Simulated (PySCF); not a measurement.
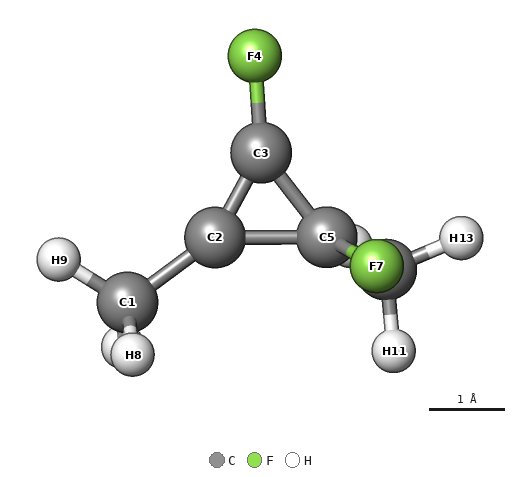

**Figure 1.** The structure as given in the input (ball-and-stick view, seen at a tilt; atoms are numbered from 1 in the order of the input).

# What a change does: excited-state calculation on C5H6F2

System: C5H6F2.
Method of run 1: TDDFT PBE0/aug-cc-pVDZ, vertical, gas phase, core orbitals frozen in the response (PySCF 2.14.0).

The geometry comes from this level: PBE0-D3(BJ)/def2-SVP. Text and figures count atoms from 1; the logs count them from 0 in places.

The input, run 1:
```
{"job": {"kind": "uv", "xc": "PBE0", "basis": "aug-cc-pVDZ"}, "charge": 0, "multiplicity": 1}
C     -2.018074    -0.124427    -0.026111
C     -0.669458     0.454922    -0.137948
C      0.220740     1.295837    -0.581571
F      0.488063     2.321694    -1.351458
C      0.749368     0.330012     0.356371
C      1.663748    -0.828382     0.061401
F      0.991503     0.759800     1.653702
H     -2.354626    -0.098835     1.021749
H     -2.744228     0.424866    -0.641019
H     -2.016065    -1.179498    -0.342776
H      1.454283    -1.661374     0.749666
H      1.533297    -1.179574    -0.971062
H      2.713656    -0.533049     0.205422
```

The first line tells a small driver script what to run in PySCF; the rest is the geometry in Å.

Command:
```bash
OMP_NUM_THREADS=1 python <driver script> task.json out
```

Hardware: 1 CPU thread, shared host.

Output (run 1):
```
coarse grid: 11328 points
cycle   1  E = -393.2936419636  dE =  1.117e+00  |g| = 5.861e-01  |ddm| = 9.932e+00
cycle   2  E = -393.2407737490  dE =  5.287e-02  |g| = 8.273e-01  |ddm| = 2.369e+00
cycle   3  E = -393.3574419654  dE = -1.167e-01  |g| = 9.257e-02  |ddm| = 1.333e+00
cycle   4  E = -393.3591166595  dE = -1.675e-03  |g| = 3.086e-02  |ddm| = 2.966e-01
cycle   5  E = -393.3593125248  dE = -1.959e-04  |g| = 1.178e-02  |ddm| = 8.808e-02
cycle   6  E = -393.3593375530  dE = -2.503e-05  |g| = 4.899e-03  |ddm| = 2.927e-02
cycle   7  E = -393.3593431038  dE = -5.551e-06  |g| = 6.877e-04  |ddm| = 1.002e-02
final grid: 111480 points
cycle   8  E = -393.3673883581  dE = -3.039e-05  |g| = 8.426e-03  |ddm| = 1.979e-01
cycle   9  E = -393.3673741539  dE =  1.420e-05  |g| = 1.223e-02  |ddm| = 4.264e-02
cycle  10  E = -393.3674040588  dE = -2.990e-05  |g| = 1.650e-03  |ddm| = 2.075e-02
cycle  11  E = -393.3674046229  dE = -5.641e-07  |g| = 3.078e-04  |ddm| = 4.006e-03
cycle  12  E = -393.3674046392  dE = -1.635e-08  |g| = 1.642e-04  |ddm| = 8.202e-04
cycle  13  E = -393.3674046450  dE = -5.759e-09  |g| = 2.302e-05  |ddm| = 3.221e-04
cycle  14  E = -393.3674046451  dE = -1.136e-10  |g| = 8.355e-06  |ddm| = 9.828e-05
converged SCF energy = -393.3674046451

Static polarisability (au): isotropic 60.560, principal 50.609 61.768 69.304

Singlet excitations
state   eV       nm        f      main configurations
  1   6.3966    193.8   0.00606   H->L 0.95
  2   6.9797    177.6   0.00368   H-1->L 0.78, H-1->L+2 0.09
  3   7.0738    175.3   0.00355   H-1->L+2 0.51, H-1->L+1 0.12, H-1->L+3 0.10
  4   7.2367    171.3   0.01899   H->L+1 0.77, H->L+2 0.10
  5   7.2851    170.2   0.05449   H->L+2 0.47, H->L+3 0.20, H->L+1 0.17
  6   7.4149    167.2   0.06003   H->L+3 0.60, H->L+2 0.21
  7   7.6610    161.8   0.00622   H->L+4 0.84
  8   7.8053    158.8   0.01625   H-1->L+1 0.76, H-1->L+2 0.17
  9   7.8805    157.3   0.00785   H-1->L+3 0.34, H-2->L+2 0.32
 10   7.9444    156.1   0.03778   H-2->L 0.61, H-2->L+2 0.11, H-1->L+3 0.10

Triplet excitations (Tamm-Dancoff, eV): 5.0364 6.2426 6.5455 6.8862
```

Run 2 used a changed input.

The two runs side by side:

```csv
quantity,run 1,run 2
outcome,converged,converged
total energy (hartree),−393.367405,−393.476786
HOMO (eV),−7.75,−7.73
LUMO (eV),−0.29,0.54
dipole moment (D),2.64,2.54
lowest excitation (eV),6.40,7.05
SCF iterations,14,14
strongest computed line (eV),7.41,7.37
basis functions,215,253
wall time (shared host),34 s,42 s
```

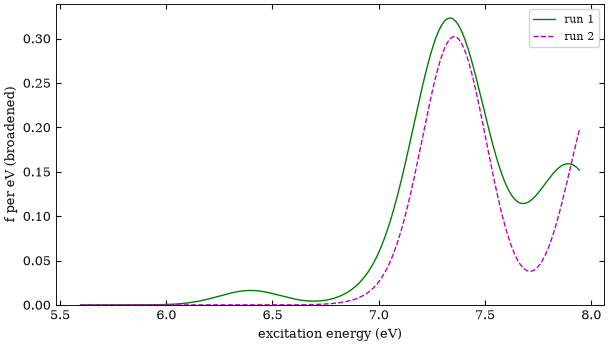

**Figure 2.** Absorption of the two runs from their computed states, each broadened by a Gaussian of 0.35 eV full width; the range ends where the shorter list of states ends.

Which change of the input explains these differences?

The change (lines with − go, lines with + come):
```diff
-"basis": "aug-cc-pVDZ"
+"basis": "def2-TZVP"
```

The total energy of run 2 is 68.6 kcal/mol lower, which measures the change of basis and not a stability. The LUMO goes from −0.29 to 0.54 eV. The dipole moment goes from 2.64 to 2.54 D. The lowest excitation goes from 6.40 to 7.05 eV. The strongest computed line goes from 7.41 to 7.37 eV. Diffuse functions give room to the loosely bound empty orbitals, which lowers the LUMO. The number of SCF iterations is the same. The basis functions go from 215 to 253.

Output (run 2):
```
coarse grid: 11328 points
cycle   1  E = -393.4066417702  dE =  1.085e+00  |g| = 6.526e-01  |ddm| = 3.257e+00
cycle   2  E = -393.3461554435  dE =  6.049e-02  |g| = 9.252e-01  |ddm| = 1.406e+00
cycle   3  E = -393.4784862340  dE = -1.323e-01  |g| = 1.021e-01  |ddm| = 7.925e-01
cycle   4  E = -393.4803832311  dE = -1.897e-03  |g| = 3.484e-02  |ddm| = 1.179e-01
cycle   5  E = -393.4806292360  dE = -2.460e-04  |g| = 1.200e-02  |ddm| = 4.189e-02
cycle   6  E = -393.4806527148  dE = -2.348e-05  |g| = 5.353e-03  |ddm| = 1.518e-02
cycle   7  E = -393.4806590050  dE = -6.290e-06  |g| = 7.652e-04  |ddm| = 5.188e-03
final grid: 111480 points
cycle   8  E = -393.4767739288  dE = -7.067e-05  |g| = 7.377e-03  |ddm| = 7.407e-02
cycle   9  E = -393.4767661514  dE =  7.777e-06  |g| = 9.805e-03  |ddm| = 1.123e-02
cycle  10  E = -393.4767855027  dE = -1.935e-05  |g| = 1.731e-03  |ddm| = 7.144e-03
cycle  11  E = -393.4767860319  dE = -5.292e-07  |g| = 3.716e-04  |ddm| = 2.138e-03
cycle  12  E = -393.4767860542  dE = -2.236e-08  |g| = 2.002e-04  |ddm| = 4.655e-04
cycle  13  E = -393.4767860621  dE = -7.876e-09  |g| = 2.722e-05  |ddm| = 1.548e-04
cycle  14  E = -393.4767860623  dE = -1.386e-10  |g| = 9.624e-06  |ddm| = 3.592e-05
converged SCF energy = -393.4767860623

Static polarisability (au): isotropic 57.752, principal 47.503 59.184 66.568

Singlet excitations
state   eV       nm        f      main configurations
  1   7.0483    175.9   0.00245   H-1->L 0.83, H->L+1 0.13
  2   7.2772    170.4   0.01458   H->L+1 0.83, H-1->L 0.14
  3   7.3663    168.3   0.09985   H->L 0.73, H-1->L+1 0.11, H-2->L 0.09
  4   7.8401    158.1   0.00050   H-2->L 0.56, H-1->L+1 0.40
  5   8.0527    154.0   0.09523   H-1->L+1 0.47, H-2->L 0.30, H->L 0.17
  6   8.4885    146.1   0.02530   H->L+2 0.73, H->L+3 0.23
  7   8.7602    141.5   0.00631   H-2->L+1 0.47, H->L+3 0.35, H->L+2 0.12
  8   8.8137    140.7   0.00282   H-2->L+1 0.45, H->L+3 0.37, H->L+2 0.13
  9   9.1641    135.3   0.02238   H-1->L+2 0.86
 10   9.2413    134.2   0.00378   H->L+4 0.82

Triplet excitations (Tamm-Dancoff, eV): 5.0298 6.5110 6.9705 7.4397
```
